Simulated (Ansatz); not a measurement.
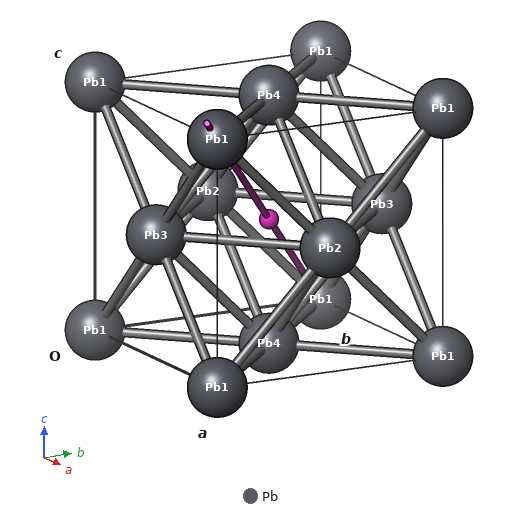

For Pb, the input geometry of an electronic-structure calculation (not necessarily at equilibrium): the coloured rod is the axis of a symmetry operation of the crystal, the small sphere its inversion point. Geometry calculated from the standardised cell; symmetry tolerance 0.002 Å.

a = 5.035 Å, b = 5.035 Å, c = 5.035 Å, α = 90.00°, β = 90.00°, γ = 90.00°.

| atom | x | y | z |
| --- | --- | --- | --- |
| Pb1 | 0.0000 | 0.0000 | 0.0000 |
| Pb2 | 0.0000 | 0.5000 | 0.5000 |
| Pb3 | 0.5000 | 0.0000 | 0.5000 |
| Pb4 | 0.5000 | 0.5000 | 0.0000 |

Take the operation x, y, z → −z+1, x, y.

### What kind of operation is it, and where does it lie?

It is a −3 rotoinversion axis with its inversion point at (1/2, 1/2, 1/2), along [1 −1 1].

### Onto which atom does it carry each atom (up to whole multiples of a, b and c)?

Pb1 → Pb1, Pb2 → Pb3, Pb3 → Pb4, Pb4 → Pb2.

### What is the crystal's space group?

Fm-3m (No. 225).
